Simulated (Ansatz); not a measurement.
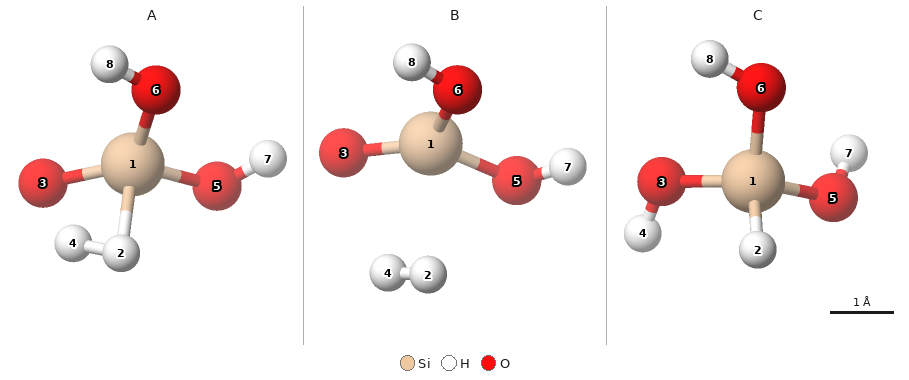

Three geometries of SiH$_{4}$O$_{3}$: a saddle point and the two minima that it joins, in shuffled order. Style: ball-and-stick. Shown at a tilt. Sticks join atoms that are closer than about 1.2 times the sum of their covalent radii (a little more with hydrogen).

Stationary points at PBE0-D4/def2-TZVP, single-point energies with CCSD(T)/CBS (def2-TZVPP where no basis is named; Ansatz 0.2.0). The energies are electronic, without zero-point or thermal terms, and both ends are the minima reached downhill from the saddle, with any fragments still in contact. CCSD(T)/CBS stands for a frozen-core estimate: MP2 correlation extrapolated from def2-TZVPP and def2-QZVPP, CCSD(T) minus MP2 from the smaller set.

Q: Which frame is the transition state, what reaction does it lead through, and what barrier is to be expected?

A: Frame A is the saddle point. Counted by bonded pieces, C holds SiH₄O₃ and B holds H₂ + SiH₂O₃. From C over the saddle to B, a bond forms: H2–H4 (2.82 → 0.94 → 0.75 Å). Bonds break: Si1–H2 (1.48 → 1.76 → 2.61 Å), O3–H4 (0.96 → 1.47 → 2.68 Å). The saddle has one imaginary mode, 1158i cm⁻¹. With CCSD(T)/CBS the barrier is 61.5 kcal/mol from C and 15.1 kcal/mol from B, and B lies 46.4 kcal/mol above C.
